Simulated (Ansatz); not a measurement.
Pulling on the B1–Br4 bond in BBrH2 (SMILES BBr) (multiplicity 1 held, fragments rigid). Energies count from the point at 1.903 Å.
Geometry at that point (charge 0, multiplicity 1):
```xyz
4

B     -0.84897    -1.29115     0.21121
H     -0.47172    -2.07375     1.01486
H     -1.82647    -1.42146    -0.44310
Br     0.18694     0.28431    -0.04651
```

R- and RO- levels are restricted; in cc, def2 and unpolarised 6-31G sets they are followed outwards from rest. U- levels take the lowest unrestricted solution at each point, which mixes spins at long bonds. Active spaces are followed from a long bond inwards. Curves can end on different states.

Correlated levels freeze the cores. Filled d and f shells under p-block atoms count as core.

Run with Ansatz (Gaussian orbitals). Values without a source in brackets are computed.

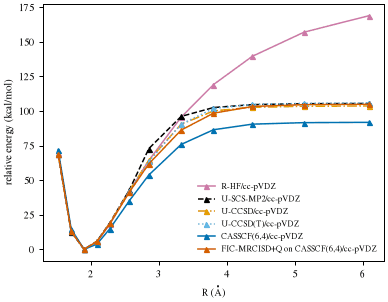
Relative energy along the coordinate

Task: Read off the CASSCF(6,4)/cc-pVDZ curve at R = 6.090.

Result: about 92 kcal/mol

Doubts at one or more of the structures used: a restricted determinant that unrestricted orbitals would lower (R-HF/cc-pVDZ); a spin-contaminated determinant (U-SCS-MP2/cc-pVDZ, U-CCSD/cc-pVDZ, U-CCSD(T)/cc-pVDZ); T1 above 0.05 (U-CCSD/cc-pVDZ, U-CCSD(T)/cc-pVDZ); active orbitals that take no part (CASSCF(6,4)/cc-pVDZ, FIC-MRCISD+Q on CASSCF(6,4)/cc-pVDZ).

Ansatz is an electronic-structure program.
